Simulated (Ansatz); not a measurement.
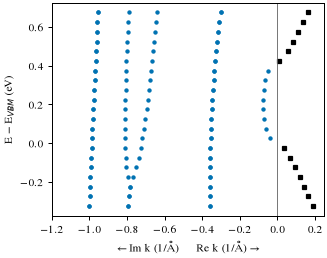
*Complex bands at the centre of the two-dimensional zone; r2SCAN run with Ansatz (an electronic-structure program)*

No gap correction and no spin-orbit coupling; mid-gap is the computed energy nearest the middle.

Q: This is Bi2Se3 (R-3m, 5 atoms a cell, 28.2 Å³ an atom) along the normal of (001). Read off the slowest decay at the centre of the two-dimensional zone at 0.23 eV, the computed energy nearest the middle of the gap.

A: κ ≈ 0.08 1/Å, a decay length 1/(2κ) of the density of 6.6 Å.
